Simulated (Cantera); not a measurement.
Input: 1 mol Pb, 2.6 mol CO2, 4.1 mol N2, at 3.80 bar.

Equilibrium computed with Cantera from the NASA thermochemical tables; the gas is ideal and each condensed phase is pure. Candidate condensed phases: C, Pb, PbO, PbO2, Pb3O4; 27 gas species. Mutual solubility and eutectic melting of coexisting phases are not modelled. Equilibrium is a limit: real reactors are often held back by kinetics, nucleation or transport.

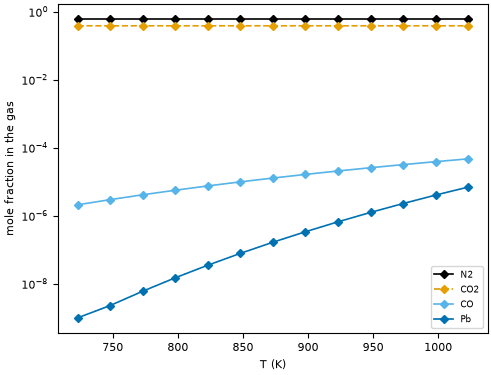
Equilibrium gas composition (values under 1e-9 drawn at 1e-9)

### Question
Read off the mole fractions at 923 K.

### Answer
N2 about 0.61, CO2 about 0.39, CO about 2.1e-5, Pb about 6.7e-7.
